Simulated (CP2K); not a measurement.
**CH4BBrS (SMILES CB(S)Br): levels of theory compared**

Wanted: a comparison of 3 runs (PM3, GFN2-xTB, GFN0-xTB) of CH4BBrS. 

Program for the calculation: CP2K 2026.2.

2 further runs of the same task are left out: 1 that didn't finish, 1 set aside as unsound or not needed.

## (1) Starting point

CH4BBrS has 8 atoms, charge 0, and is taken as a singlet. As SMILES, `CB(S)Br`. Geometry: relaxed at GFN2-xTB. This is one conformer, not always the lowest.

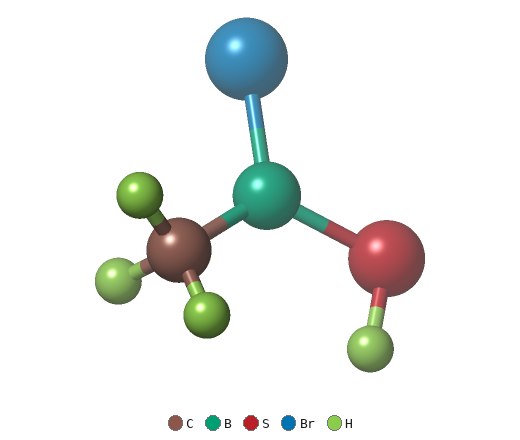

Viewed from a chosen angle; carbon brown, boron teal, sulfur red, bromine blue, hydrogen green.

## (2) Energy and forces at PM3 (run 1)

molecule.xyz reads:

```xyz
8

C     -0.142590     0.903670     0.006670
B     -0.027210    -0.598130    -0.463070
S      0.524820    -1.914290     0.611800
Br    -0.525300    -1.079580    -2.219420
H      0.464710     1.141170     0.878700
H      0.124770     1.601140    -0.787250
H     -1.177200     1.134980     0.270650
H      0.757990    -1.188950     1.701910
```

qs.inp reads:

```
&GLOBAL
  PROJECT qs
  RUN_TYPE ENERGY_FORCE
  PRINT_LEVEL MEDIUM
&END GLOBAL

&FORCE_EVAL
  METHOD QS
  &DFT
    &QS
      METHOD PM3
      EPS_DEFAULT 1.0E-10
      &SE
        &COULOMB
          CUTOFF [angstrom] 50
          RC_RANGE [angstrom] 0
        &END COULOMB
        &EXCHANGE
          CUTOFF [angstrom] 50
          RC_RANGE [angstrom] 0
        &END EXCHANGE
      &END SE
    &END QS
    &POISSON
      PERIODIC NONE
      POISSON_SOLVER ANALYTIC
    &END POISSON
    &SCF
      SCF_GUESS ATOMIC
      EPS_SCF 1.0E-07
      MAX_SCF 100
      &DIAGONALIZATION
        ALGORITHM STANDARD
      &END DIAGONALIZATION
      &MIXING
        METHOD DIRECT_P_MIXING
        ALPHA 0.4
      &END MIXING
    &END SCF
    &PRINT
      &MOMENTS
        PERIODIC F
        REFERENCE COM
        MAX_MOMENT 1
      &END MOMENTS
      &MO ON
        ENERGIES T
        OCCUPATION_NUMBERS T
        NDIGITS 6
        &EACH
          QS_SCF 0
        &END EACH
        ADD_LAST NUMERIC
      &END MO
      &HIRSHFELD OFF
      &END HIRSHFELD
    &END PRINT
  &END DFT
  &SUBSYS
    &CELL
      ABC 13.9 15.5 15.9
      PERIODIC NONE
    &END CELL
    &TOPOLOGY
      COORD_FILE_NAME molecule.xyz
      COORD_FILE_FORMAT XYZ
      &CENTER_COORDINATES
      &END CENTER_COORDINATES
    &END TOPOLOGY
  &END SUBSYS
  &PRINT
    &FORCES ON
    &END FORCES
  &END PRINT
&END FORCE_EVAL
```

Command:

```sh
$ OMP_NUM_THREADS=1 cp2k.psmp -i qs.inp -o qs.out
```

Output:

```text
CP2K| version string:                                       CP2K version 2026.2
[...]
 GLOBAL| Method name                                                        CP2K
[...]
 GLOBAL| Run type                                                   ENERGY_FORCE
[...]
                             - Atoms:                                          8
[...]
                             - Spherical basis functions:                     20
[...]
 Number of electrons:                                                         24
[...]
     1 P_Mix/Diag. 0.40E+00    0.0     0.81063502       -24.5002692726 -2.45E+01
[...]
    27 DIIS/Diag.  0.37E-07    0.0     0.00000003       -28.6475639898  1.78E-14
  *** SCF run converged in    27 steps ***
  Core-core repulsion energy [eV]:                           1208.89306853014432
  Core Hamiltonian energy [eV]:                             -1248.57625290675628
  Two-electron integral energy [eV]:                        -1479.71335180978053
  Electronic energy [eV]:                                   -1988.43292881164643
  Total energy [eV]:                                         -779.53986028150234
  Atomic reference energy [eV]:                               777.99802803453872
  Heat of formation [kcal/mol]:                               -35.55549909692496
[...]
 SE_DIPOLE| Moment [Debye]         -0.37442963      -2.50273723      -2.56326264
 SE_DIPOLE| Derivative [a.u.]       0.00000000       0.00000000       0.00000000
 ENERGY| Total FORCE_EVAL ( QS ) energy [hartree]            -28.647563989792459
 FORCES| Atomic forces [hartree/bohr]
 FORCES|   Atom     x               y               z               |f|
 FORCES|      1 -3.49998920E-03 -1.21692267E-02 -8.34840045E-03   1.51669309E-02
 FORCES|      2 -1.96468186E-03  3.06123202E-03 -1.72099724E-03   4.02404620E-03
 FORCES|      3 -3.56193225E-03  1.26341101E-02 -5.94323108E-03   1.44093752E-02
 FORCES|      4  5.86859886E-03  8.83732605E-03  2.16292179E-02   2.40907005E-02
 FORCES|      5  3.81475550E-03 -2.31839725E-03  1.98140016E-03   4.88398115E-03
 FORCES|      6  3.18006449E-03 -2.18509078E-03 -5.03843273E-03   6.34611978E-03
 FORCES|      7 -3.77585021E-03 -3.82118269E-03 -1.53425473E-04   5.37419960E-03
 FORCES|      8 -6.09653336E-05 -4.03877073E-03 -2.40613110E-03   4.70157980E-03
 FORCES| Sum    -5.68989300E-16 -4.51028104E-17  1.66533454E-16
 FORCES| Total atomic force                                       5.94572517E-16
[...]
```

It took 0.28 s on 1 thread of Arm Neoverse V1, shared host.

## (3) Energy and forces at GFN2-xTB (run 2)

molecule.xyz is that of step 2.

calc.inp reads:

```
&GLOBAL
    PROJECT_NAME calc
    RUN_TYPE ENERGY_FORCE
    PRINT_LEVEL MEDIUM
&END GLOBAL
&FORCE_EVAL
    METHOD Quickstep
    &DFT
        &QS
            METHOD XTB
            EPS_DEFAULT 1.0E-10
            &XTB
                GFN_TYPE TBLITE
                &TBLITE
                    METHOD GFN2
                &END TBLITE
                CHECK_ATOMIC_CHARGES F
            &END XTB
        &END QS
        # isolated system
        &POISSON
            PERIODIC NONE
            POISSON_SOLVER ANALYTIC
        &END POISSON
        &SCF
            SCF_GUESS ATOMIC
            EPS_SCF 1.0E-07
            MAX_SCF 150
            ADDED_MOS 4
            &DIAGONALIZATION
                ALGORITHM STANDARD
            &END DIAGONALIZATION
            &MIXING
                METHOD DIRECT_P_MIXING
                ALPHA 0.4
            &END MIXING
            &SMEAR ON
                METHOD FERMI_DIRAC
                ELECTRONIC_TEMPERATURE [K] 300
            &END SMEAR
        &END SCF
        # extra output
        &PRINT
            &MOMENTS
                PERIODIC F
                REFERENCE COM
                MAX_MOMENT 1
            &END MOMENTS
            &MO ON
                ENERGIES T
                OCCUPATION_NUMBERS T
                NDIGITS 6
                &EACH
                    QS_SCF 0
                &END EACH
                ADD_LAST NUMERIC
            &END MO
            &HIRSHFELD OFF
            &END HIRSHFELD
        &END PRINT
    &END DFT
    &SUBSYS
        &CELL
            ABC 9.9 11.5 11.9
            PERIODIC NONE
        &END CELL
        &TOPOLOGY
            COORD_FILE_NAME molecule.xyz
            COORD_FILE_FORMAT XYZ
            &CENTER_COORDINATES
            &END CENTER_COORDINATES
        &END TOPOLOGY
    &END SUBSYS
    &PRINT
        &FORCES ON
        &END FORCES
    &END PRINT
&END FORCE_EVAL
```

Command:

```sh
$ OMP_NUM_THREADS=1 cp2k.psmp -i calc.inp -o calc.out
```

Output:

```text
CP2K| version string:                                       CP2K version 2026.2
[...]
 GLOBAL| Method name                                                        CP2K
[...]
 GLOBAL| Run type                                                   ENERGY_FORCE
[...]
                             - Atoms:                                          8
[...]
                             - Spherical basis functions:                     30
[...]
 Number of electrons:                                                         24
[...]
  *** SCF run converged in    20 steps ***
[...]
  Fermi energy:                                                -0.29496724309384
[...]
 TB_DIPOLE| Moment [Debye]          0.28956055       1.70075422       1.94022189
 TB_DIPOLE| Derivative [a.u.]       0.00000000       0.00000000       0.00000000
[...]
 ENERGY| Total FORCE_EVAL ( QS ) energy [hartree]            -12.791903960897722
 FORCES| Atomic forces [hartree/bohr]
 FORCES|   Atom     x               y               z               |f|
 FORCES|      1  1.98210968E-05  4.65217814E-05 -1.52953320E-04   1.61095842E-04
 FORCES|      2  1.38631404E-05  3.83406081E-06  1.82499133E-05   2.32367386E-05
 FORCES|      3  1.03390273E-04  8.37691713E-05  1.95411920E-04   2.36416246E-04
 FORCES|      4 -1.12319091E-04 -4.18915094E-05 -1.28263801E-04   1.75562181E-04
 FORCES|      5  4.92152917E-05  7.40666356E-05  2.23953421E-04   2.40962957E-04
 FORCES|      6  4.00878252E-05 -6.13226046E-05  4.53555157E-05   8.61662253E-05
 FORCES|      7 -9.34105059E-05  1.78742088E-05 -5.65644386E-05   1.10655075E-04
 FORCES|      8 -2.06480306E-05 -1.22851744E-04 -1.45189211E-04   1.91308127E-04
 FORCES| Sum     1.30307549E-17  8.67090687E-17 -1.04110514E-16
 FORCES| Total atomic force                                       1.36114886E-16
[...]
```

It took 0.3 s on 1 thread of Arm Neoverse V1, shared host.

## (4) Energy and gradient at GFN0-xTB (run 3)

molecule.xyz is that of step 3.

job.inp reads:

```
&GLOBAL
   PROJECT job
   RUN_TYPE ENERGY_FORCE
   PRINT_LEVEL MEDIUM
&END

&FORCE_EVAL
   METHOD QUICKSTEP
   &DFT
      &QS
         METHOD XTB
         EPS_DEFAULT 1.0E-10
         &XTB
            GFN_TYPE 0
            CHECK_ATOMIC_CHARGES F
         &END
      &END
      &POISSON
         PERIODIC NONE
         POISSON_SOLVER ANALYTIC
      &END
      &SCF
         SCF_GUESS ATOMIC
         EPS_SCF 1.0E-05
         MAX_SCF 64
         ADDED_MOS 8
         &DIAGONALIZATION
            ALGORITHM STANDARD
         &END
         &MIXING
            METHOD DIRECT_P_MIXING
            ALPHA 1
         &END
      &END
      &PRINT
         &MOMENTS
            PERIODIC F
            REFERENCE COM
            MAX_MOMENT 1
         &END
         &MO ON
            ENERGIES T
            OCCUPATION_NUMBERS T
            NDIGITS 6
            &EACH
               QS_SCF 0
            &END
            ADD_LAST NUMERIC
         &END
         &HIRSHFELD OFF
         &END
      &END
   &END
   &SUBSYS
      &CELL
         ABC 13.9 15.5 15.9
         PERIODIC NONE
      &END
      &TOPOLOGY
         COORD_FILE_NAME molecule.xyz
         COORD_FILE_FORMAT XYZ
         &CENTER_COORDINATES
         &END
      &END
   &END
   &PRINT
      &FORCES ON
      &END
   &END
&END
```

Command:

```sh
$ OMP_NUM_THREADS=1 cp2k.psmp -i job.inp > job.out 2>&1
```

Output:

```text
CP2K| version string:                                       CP2K version 2026.2
[...]
 GLOBAL| Method name                                                        CP2K
[...]
 GLOBAL| Run type                                                   ENERGY_FORCE
[...]
                             - Atoms:                                          8
[...]
                             - Spherical basis functions:                     34
[...]
 Number of electrons:                                                         24
[...]
 TB_DIPOLE| Moment [Debye]          0.40886798       1.34101895       1.85748520
 TB_DIPOLE| Derivative [a.u.]       0.00000000       0.00000000       0.00000000
[...]
 ENERGY| Total FORCE_EVAL ( QS ) energy [hartree]            -12.611309063342981
 FORCES| Atomic forces [hartree/bohr]
 FORCES|   Atom     x               y               z               |f|
 FORCES|      1 -2.56483636E-03  3.23659166E-03 -1.47643754E-04   4.13227659E-03
 FORCES|      2  4.50320494E-03  3.71308883E-05  1.47477559E-02   1.54200044E-02
 FORCES|      3  5.76253966E-04  4.68783119E-03  3.72288822E-03   6.01396097E-03
 FORCES|      4 -5.49610418E-03  6.75051179E-04 -1.66962138E-02   1.75905205E-02
 FORCES|      5  1.25279638E-03 -4.09090648E-03 -5.04456390E-04   4.30807276E-03
 FORCES|      6  1.51497664E-03 -1.89778777E-03 -8.87172485E-04   2.58530998E-03
 FORCES|      7  3.80574989E-04 -3.51727640E-03 -1.83299412E-04   3.54255124E-03
 FORCES|      8 -1.66866379E-04  8.69365739E-04 -5.18582001E-05   8.86752756E-04
 FORCES| Sum     3.82181266E-18  8.51098705E-17  1.27597043E-16
 FORCES| Total atomic force                                       1.53425232E-16
[...]
```

Wall time 0.26 s (1 thread of Arm Neoverse V1, shared host).

## (5) Overview of the runs

```
run     level  iteration cap                cell  energy (Eh)  dipole moment (D)  HOMO energy (eV)  largest force (eV/Å)  wall time
  1       PM3            100  (13.9, 15.5, 15.9)   -28.647564               3.60            -10.40                 1.239     0.28 s
  2  GFN2-xTB            150   (9.9, 11.5, 11.9)   -12.791904               2.60            -11.26                 0.012      0.3 s
  3  GFN0-xTB             64  (13.9, 15.5, 15.9)   -12.611309               2.33            -11.25                 0.905     0.26 s
```

## (6) What came out

```
                                        quantity         value
                             run 3: total energy  -12.61131 Eh
run 3: dipole moment (from atomic charges alone)        2.33 D
                              run 3: HOMO energy     -11.25 eV
                              run 3: LUMO energy      -6.41 eV
                            run 3: HOMO–LUMO gap       4.84 eV
                        run 3: dispersion energy  -5.32 kJ/mol
                 run 3: largest force on an atom    0.905 eV/Å
```

**Reading.** The dipole moment (its size) runs from 2.33 D (GFN0-xTB) to 3.60 D (PM3). Some of these are taken from atomic charges alone. Force-field and semi-empirical energies have zeros of their own, so their totals don't compare. All runs together took 0.84 s, the longest 0.3 s.
